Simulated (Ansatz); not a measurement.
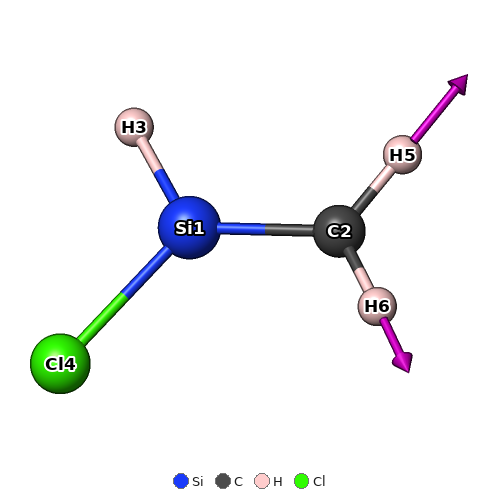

The arrows show one normal mode. Harmonic vibrations computed with RKS PBE0-D4/def2-TZVP (Ansatz 0.2.0) at a stationary point of the same level.

Describe the motion.

Mostly in-phase stretching of 2 C–H bonds.

Estimate its harmonic wavenumber.

3171 cm⁻¹; it is mode 11 of 12 counted from the lowest.
